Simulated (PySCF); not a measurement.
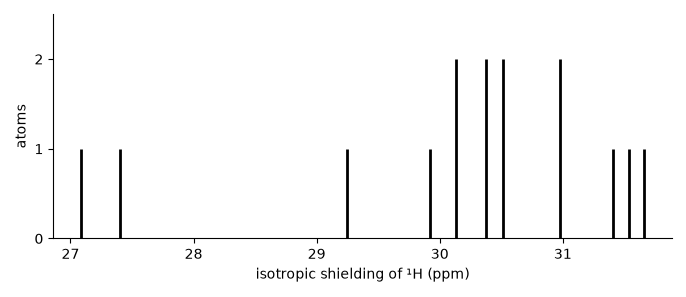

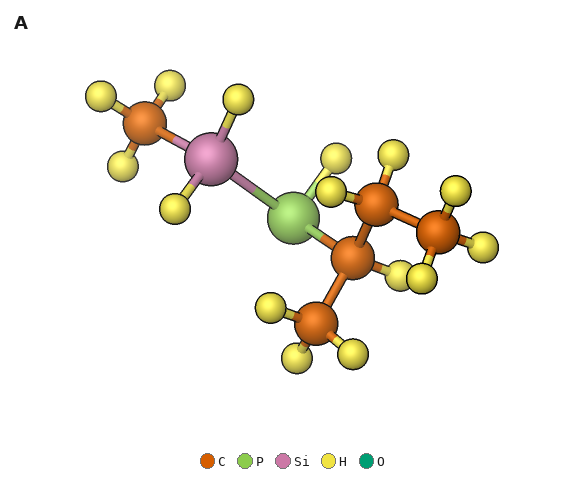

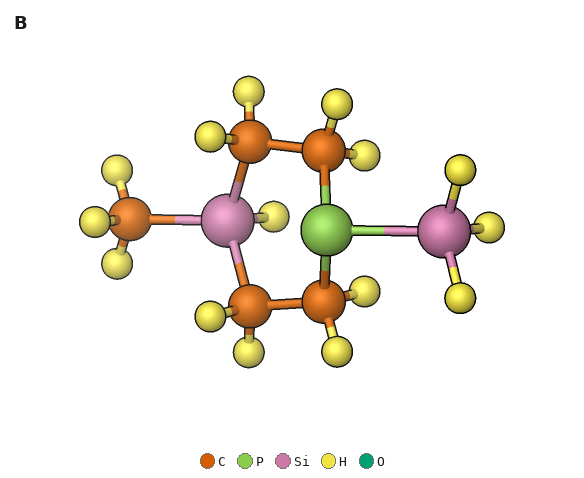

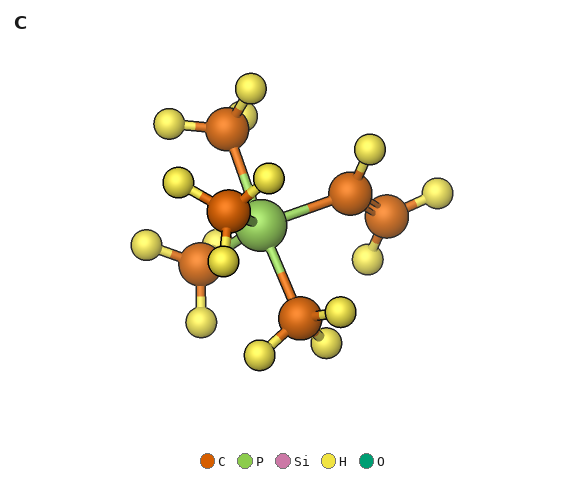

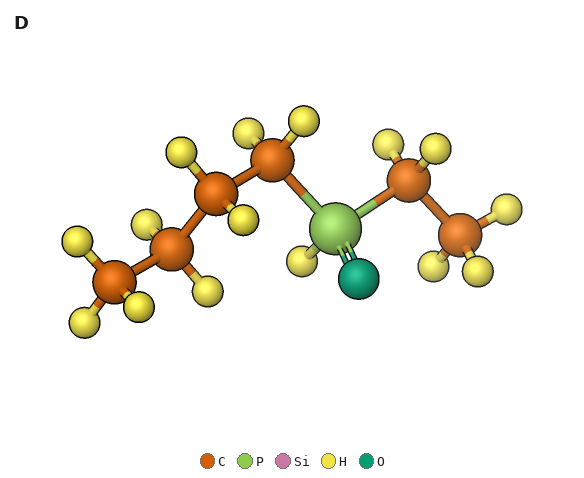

The sticks are computed shieldings of one of the molecules, for one fixed geometry (GFN2-xTB) without averaging over rotations. Low shielding means a high chemical shift. Method: GIAO PBE0/pcSseg-1 NMR shielding, non-relativistic, gas phase (PySCF 2.14.0).

**Which molecule gives this pattern?**

A, `CC[C@@H](C)P[SiH2]C`. Its 15 H atoms give lines at 27.09, 27.40, 29.25, 29.92, 30.13 (2 atoms), 30.38 (2 atoms), 30.52 (2 atoms), 30.98 (2 atoms), 31.41, 31.54, 31.66 ppm.

The geometry is semi-empirical. Around P, Si such bond lengths and angles can be off by a tenth of an ångström or more and by several degrees, and values that hang on the shape move with them.
